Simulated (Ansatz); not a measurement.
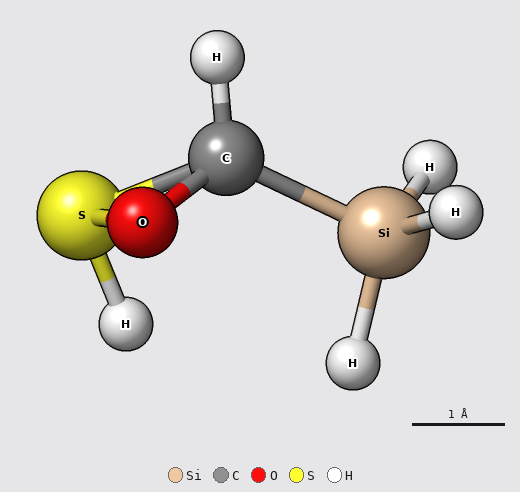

*The starting structure (ball-and-stick view, seen at an oblique angle).*

Bond lengths as drawn: C–H 1.10 Å, C–O 1.40 Å, C–S 1.86 Å, C–Si 1.95 Å, H–S 1.37 Å, H–Si 1.48 Å and O–S 1.69 Å.

Nudged elastic band, with input and output: CH$_{5}$OSSi (charge +1)

- system: CH$_{5}$OSSi, charge +1
- method: RKS B3LYP-D4/def2-SVP (Ansatz 0.2.0)

It belongs to a series of runs on one base structure; here: band between the two ends.

The input
```yaml
crystal:
  periodic: [false, false, false]
  atoms:
    - { symbol: Si, position_ang: [0.868295, 0.076417, -0.92803] }
    - { symbol: C, position_ang: [-0.858925, -0.01744, -0.029188] }
    - { symbol: O, position_ang: [-1.178751, 0.954732, 0.93086] }
    - { symbol: S, position_ang: [-0.995824, -0.50985, 1.75939] }
    - { symbol: H, position_ang: [1.106354, -1.278508, -1.475388] }
    - { symbol: H, position_ang: [1.810538, 0.458003, 0.153919] }
    - { symbol: H, position_ang: [0.66427, 1.129266, -1.950205] }
    - { symbol: H, position_ang: [-1.746449, -0.417729, -0.550388] }
    - { symbol: H, position_ang: [0.330492, -0.394891, 2.089029] }
total_charge: 1
basis:
  gaussian: { orbitals: def2-SVP }
hamiltonian:
  xc: b3lyp
  dispersion: d4
neb:
  order_check: false
  images: 5
  f_tol: 0.05
  max_iterations: 60
  final_atoms:
    - { symbol: Si, position_ang: [0.90276768, -0.02156374, -0.89650175] }
    - { symbol: C, position_ang: [-0.73182547, -0.44595363, 0.07740233] }
    - { symbol: O, position_ang: [-1.64468241, 0.58357323, 0.35462929] }
    - { symbol: S, position_ang: [-0.98217374, 0.10448924, 1.8369023] }
    - { symbol: H, position_ang: [0.45008509, 0.06107922, -2.30481735] }
    - { symbol: H, position_ang: [1.83845726, -1.13378996, -0.61454669] }
    - { symbol: H, position_ang: [1.33331982, 1.27876278, -0.32381184] }
    - { symbol: H, position_ang: [-1.21432378, -1.43338247, -0.03093572] }
    - { symbol: H, position_ang: [0.04837554, 1.00678534, 1.90167843] }
  initial_path:
    images:
      - { positions_ang: [[0.868295, 0.076417, -0.92803], [-0.858925, -0.01744, -0.029188], [-1.178751, 0.954732, 0.93086], [-0.995824, -0.50985, 1.75939], [1.106354, -1.278508, -1.475388], [1.810538, 0.458003, 0.153919], [0.66427, 1.129266, -1.950205], [-1.746449, -0.417729, -0.550388], [0.330492, -0.394891, 2.089029]] }
      - { positions_ang: [[0.87554789, 0.06233702, -0.92584133], [-0.84111158, -0.10258253, -0.01137038], [-1.24631619, 0.92394563, 0.83318949], [-0.98202205, -0.39934358, 1.76587069], [1.01152532, -1.1682912, -1.64936556], [1.82551762, 0.20172478, 0.14431502], [0.71449097, 1.23275653, -1.72837016], [-1.68273583, -0.58849839, -0.50630624], [0.32510385, -0.16204825, 2.07787747]] }
      - { positions_ang: [[0.88280079, 0.04825704, -0.92365267], [-0.82329816, -0.18772506, 0.00644723], [-1.31388138, 0.89315926, 0.73551898], [-0.9682201, -0.28883717, 1.77235139], [0.91669663, -1.0580744, -1.82334312], [1.84049725, -0.05455344, 0.13471105], [0.76471193, 1.33624705, -1.50653533], [-1.61902267, -0.75926778, -0.46222448], [0.3197157, 0.07079449, 2.06672595]] }
      - { positions_ang: [[0.89005368, 0.03417706, -0.921464], [-0.80548473, -0.27286759, 0.02426485], [-1.38144657, 0.8623729, 0.63784847], [-0.95441815, -0.17833075, 1.77883208], [0.82186795, -0.9478576, -1.99732068], [1.85547687, -0.31083167, 0.12510707], [0.8149329, 1.43973758, -1.28470049], [-1.5553095, -0.93003716, -0.41814273], [0.31432756, 0.30363724, 2.05557442]] }
      - { positions_ang: [[0.89429168, 0.01559679, -0.91314325], [-0.78093165, -0.33056294, 0.04197734], [-1.46919185, 0.76943968, 0.54344208], [-0.96367001, -0.08405742, 1.79818882], [0.69794033, -0.61154533, -2.09981957], [1.84980367, -0.5851511, -0.12144419], [0.98772854, 1.38607931, -0.96440427], [-1.44164759, -1.09781893, -0.28907372], [0.22567688, 0.53801994, 2.00427576]] }
      - { positions_ang: [[0.89852968, -0.00298348, -0.9048225], [-0.75637856, -0.38825828, 0.05968984], [-1.55693713, 0.67650645, 0.44903568], [-0.97292188, 0.01021591, 1.81754556], [0.57401271, -0.27523306, -2.20231846], [1.84413047, -0.85947053, -0.36799544], [1.16052418, 1.33242104, -0.64410805], [-1.32798569, -1.2656007, -0.16000472], [0.13702621, 0.77240264, 1.9529771]] }
      - { positions_ang: [[0.90276768, -0.02156374, -0.89650175], [-0.73182547, -0.44595363, 0.07740233], [-1.64468241, 0.58357323, 0.35462929], [-0.98217374, 0.10448924, 1.8369023], [0.45008509, 0.06107922, -2.30481735], [1.83845726, -1.13378996, -0.61454669], [1.33331982, 1.27876278, -0.32381184], [-1.21432378, -1.43338247, -0.03093572], [0.04837554, 1.00678534, 1.90167843]] }
```

Machine: 1 thread of Arm Neoverse V1, 24 GiB of memory available, shared host.

Launch command:
```bash
ansatz run input.yaml --threads 1 --pin off --max-ram 2048MiB --backend cpu --events-out ev --progress --plain --runs-dir out
```

Log
```
Engine: ansatz 0.2.0, aarch64-unknown-linux-gnu
Functional definition: B3LYP
  parameter a0 = 0.2
  parameter ax = 0.72
  parameter ac = 0.81
  exchange = (1 - a0 - ax)*slater_x + ax*b88_x + a0*exact_x
  correlation = (1 - ac)*vwn_rpa_c + ac*lyp_c
929 factors; integrals over basis functions are off by at most 3.9e-4 eV
mean field evaluation 1: about -21848.4379 eV, gradient 7.3e1 eV
mean field evaluation 2: about -21747.5522 eV, gradient 1.9e2 eV
mean field evaluation 4: about -21859.5879 eV, gradient 2.3e1 eV
mean field evaluation 8: about -21860.7679 eV, gradient 1.7e-1 eV
mean field -21860.76793582 eV, -803.3684038805 hartree, gradient 5.6e-5 eV, S^2 0.000000; 0 other end points of the search recorded, 0 dependent functions left out
the calculation of the forces begins
reference -21860.76816141 eV, -803.3684121709 hartree; 24, 24 occupied and 65, 65 virtual orbitals, 929 factors
929 factors; integrals over basis functions are off by at most 5.0e-4 eV
mean field evaluation 16: about -21848.4511 eV, gradient 7.3e1 eV
mean field -21860.76799213 eV, -803.3684059502 hartree, gradient 1.1e-5 eV, S^2 0.000000; 0 other end points of the search recorded, 0 dependent functions left out
[... from here on the field's lines of each further geometry are left out, up to the last ...]
NEB iter   1: max|band force component| = 2.785e0 eV/Å  barrier→ = 0.6817 eV  barrier← = 0.6817 eV  Δτ_max = 0.1859 Å  (178 SCF iters)
NEB iter   2: max|band force component| = 1.847e0 eV/Å  barrier→ = 0.1818 eV  barrier← = 0.1818 eV  Δτ_max = 0.0759 Å  (147 SCF iters)
NEB iter   3: max|band force component| = 7.590e-1 eV/Å  barrier→ = 0.1044 eV  barrier← = 0.1044 eV  Δτ_max = 0.0382 Å  (147 SCF iters)
NEB iter   4: max|band force component| = 2.754e-1 eV/Å  barrier→ = 0.0870 eV  barrier← = 0.0870 eV  CI = image 3  Δτ_max = 0.0177 Å  (149 SCF iters)
NEB iter   5: max|band force component| = 1.655e-1 eV/Å  barrier→ = 0.0816 eV  barrier← = 0.0816 eV  CI = image 3  Δτ_max = 0.0116 Å  (148 SCF iters)
the calculation of the forces begins
reference -21860.74828102 eV, -803.3676815802 hartree; 24, 24 occupied and 65, 65 virtual orbitals, 929 factors
929 factors; integrals over basis functions are off by at most 3.1e-4 eV
mean field evaluation 352: about -21860.6692 eV, gradient 6.9e-1 eV
mean field -21860.68955322 eV, -803.3655233734 hartree, gradient 1.2e-5 eV, S^2 0.000000; 1 other end points of the search recorded, 0 dependent functions left out
the calculation of the forces begins
reference -21860.68977653 eV, -803.3655315798 hartree; 24, 24 occupied and 65, 65 virtual orbitals, 929 factors
NEB iter   6: max|band force component| = 4.501e-2 eV/Å  barrier→ = 0.0806 eV  barrier← = 0.0806 eV  CI = image 3  Δτ_max = 0.0000 Å  (275 SCF iters)
```

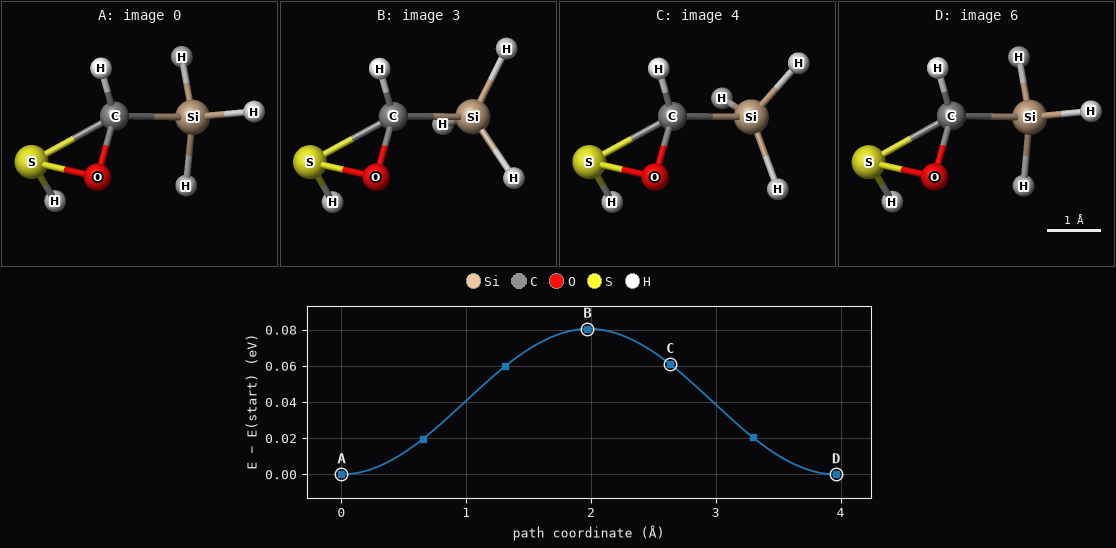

*Images of the last band (counted from 0; ball-and-stick, seen at a tilt) above the energy along the path; the line is a cubic interpolation that uses the forces.*

The highest image is number 3, 0.081 eV above the start and 0.081 eV above the end (the climbing image); start and end have the same energy. The path is 3.96 Å long. The band converged in 6 iterations.

```
Total energy: -21860.96731936 eV, -803.3757310905 hartree
Atom 0 at     0.892488     0.004069    -0.929644 Å, force     0.013559    -0.004416    -0.013084 eV/Å
Atom 1 at    -0.815143    -0.253962     0.004497 Å, force    -0.039079     0.029843     0.014407 eV/Å
Atom 2 at    -1.467463     0.847045     0.583437 Å, force     0.024172    -0.039064     0.016825 eV/Å
Atom 3 at    -0.978693    -0.156807     1.856530 Å, force    -0.007362     0.029693    -0.011171 eV/Å
Atom 4 at     0.785398    -0.867169    -2.120455 Å, force     0.001129    -0.002343    -0.002033 eV/Å
Atom 5 at     1.948499    -0.422990     0.020874 Å, force     0.000851    -0.002223     0.005612 eV/Å
Atom 6 at     0.923606     1.457755    -1.211050 Å, force    -0.002269     0.008085    -0.001055 eV/Å
Atom 7 at    -1.520506    -1.032250    -0.335209 Å, force     0.007309    -0.013343    -0.011525 eV/Å
Atom 8 at     0.231815     0.424309     2.131018 Å, force     0.001691    -0.006232     0.002024 eV/Å
Dipole moment:     0.163931    -0.302608     0.371218 e Å
this run last wrote the band of iteration 6 to [file]
```

The last band as extended XYZ (Å, eV, eV/Å)
```
9
Properties=species:S:1:pos:R:3:forces:R:3 image=0 energy=-21861.04769
Si    0.8683    0.0764   -0.9280   -0.0073  -0.0021   0.0068
C    -0.8589   -0.0174   -0.0292   -0.0006  -0.0016  -0.0075
O    -1.1788    0.9547    0.9309   -0.0021   0.0057   0.0036
S    -0.9958   -0.5099    1.7594    0.0024  -0.0027   0.0023
H     1.1064   -1.2785   -1.4754    0.0035   0.0031  -0.0011
H     1.8105    0.4580    0.1539    0.0035  -0.0014  -0.0035
H     0.6643    1.1293   -1.9502    0.0022  -0.0009  -0.0017
H    -1.7464   -0.4177   -0.5504    0.0003  -0.0004   0.0006
H     0.3305   -0.3949    2.0890   -0.0019   0.0003   0.0003
9
Properties=species:S:1:pos:R:3:forces:R:3 image=1 energy=-21861.02787
Si    0.8742    0.0481   -0.9321   -0.0019   0.0000  -0.0088
C    -0.8487   -0.1056   -0.0250   -0.0152   0.0304   0.0098
O    -1.2667    0.9454    0.8078    0.0170  -0.0312   0.0115
S    -0.9881   -0.3927    1.8075    0.0029   0.0090  -0.0005
H     1.0106   -1.1866   -1.7349    0.0109  -0.0149   0.0167
H     1.8729    0.1657    0.1596   -0.0033   0.0248   0.0090
H     0.7213    1.2922   -1.7218   -0.0054  -0.0074  -0.0219
H    -1.6911   -0.6377   -0.5008   -0.0061   0.0138  -0.0165
H     0.3155   -0.1288    2.1397    0.0009  -0.0246   0.0006
9
Properties=species:S:1:pos:R:3:forces:R:3 image=2 energy=-21860.98772
Si    0.8834    0.0263   -0.9344    0.0049  -0.0005  -0.0165
C    -0.8340   -0.1828   -0.0123   -0.0300   0.0307   0.0081
O    -1.3675    0.9076    0.6941    0.0221  -0.0325   0.0207
S    -0.9831   -0.2783    1.8401    0.0001   0.0191  -0.0001
H     0.8967   -1.0465   -1.9524    0.0131  -0.0160   0.0139
H     1.9255   -0.1318    0.1102   -0.0028   0.0237   0.0117
H     0.8123    1.4040   -1.4742   -0.0085  -0.0060  -0.0210
H    -1.6146   -0.8438   -0.4280   -0.0026   0.0093  -0.0230
H     0.2812    0.1453    2.1569    0.0037  -0.0277   0.0061
9
Properties=species:S:1:pos:R:3:forces:R:3 image=3 energy=-21860.96710
Si    0.8925    0.0041   -0.9296    0.0136  -0.0044  -0.0131
C    -0.8151   -0.2540    0.0045   -0.0391   0.0298   0.0144
O    -1.4675    0.8470    0.5834    0.0242  -0.0391   0.0168
S    -0.9787   -0.1568    1.8565   -0.0074   0.0297  -0.0112
H     0.7854   -0.8672   -2.1205    0.0011  -0.0023  -0.0020
H     1.9485   -0.4230    0.0209    0.0009  -0.0022   0.0056
H     0.9236    1.4578   -1.2110   -0.0023   0.0081  -0.0011
H    -1.5205   -1.0322   -0.3352    0.0073  -0.0133  -0.0115
H     0.2318    0.4243    2.1310    0.0017  -0.0062   0.0020
9
Properties=species:S:1:pos:R:3:forces:R:3 image=4 energy=-21860.98666
Si    0.8941   -0.0025   -0.9205    0.0123  -0.0125  -0.0220
C    -0.7942   -0.3176    0.0226   -0.0261   0.0316   0.0034
O    -1.5427    0.7691    0.5045    0.0189  -0.0516   0.0135
S    -0.9660   -0.0699    1.8576   -0.0077   0.0419  -0.0020
H     0.6614   -0.5910   -2.2592   -0.0046   0.0243  -0.0013
H     1.9332   -0.7116   -0.1350   -0.0028  -0.0217  -0.0099
H     1.0494    1.4712   -0.8962    0.0047  -0.0031   0.0261
H    -1.4259   -1.1823   -0.2439    0.0104  -0.0293  -0.0077
H     0.1906    0.6347    2.0701   -0.0051   0.0206  -0.0002
9
Properties=species:S:1:pos:R:3:forces:R:3 image=5 energy=-21861.02726
Si    0.8952   -0.0105   -0.9081    0.0089  -0.0083  -0.0157
C    -0.7677   -0.3822    0.0446   -0.0136   0.0258  -0.0011
O    -1.5999    0.6813    0.4309    0.0171  -0.0390   0.0033
S    -0.9612    0.0149    1.8499   -0.0066   0.0273   0.0027
H     0.5497   -0.2684   -2.3253   -0.0058   0.0240   0.0027
H     1.8925   -0.9542   -0.3502   -0.0062  -0.0189  -0.0134
H     1.1814    1.4084   -0.5845    0.0051  -0.0078   0.0258
H    -1.3265   -1.3146   -0.1469    0.0095  -0.0239   0.0025
H     0.1364    0.8253    1.9895   -0.0084   0.0207  -0.0069
9
Properties=species:S:1:pos:R:3:forces:R:3 image=6 energy=-21861.04768
Si    0.9028   -0.0216   -0.8965    0.0027   0.0036  -0.0056
C    -0.7318   -0.4460    0.0774    0.0038   0.0072   0.0050
O    -1.6447    0.5836    0.3546    0.0041  -0.0077  -0.0022
S    -0.9822    0.1045    1.8369   -0.0044  -0.0012  -0.0019
H     0.4501    0.0611   -2.3048   -0.0016  -0.0011   0.0003
H     1.8385   -1.1338   -0.6145   -0.0042  -0.0008   0.0025
H     1.3333    1.2788   -0.3238   -0.0029  -0.0019   0.0023
H    -1.2143   -1.4334   -0.0309   -0.0010   0.0010  -0.0006
H     0.0484    1.0068    1.9017    0.0035   0.0009   0.0003
```

Summary

- outcome: converged
- barrier, forward: 0.081 eV
- barrier, backward: 0.081 eV
- wall time: 2.1 min
- peak memory: 0.18 GiB

Notes

The order of the saddle point was not checked.
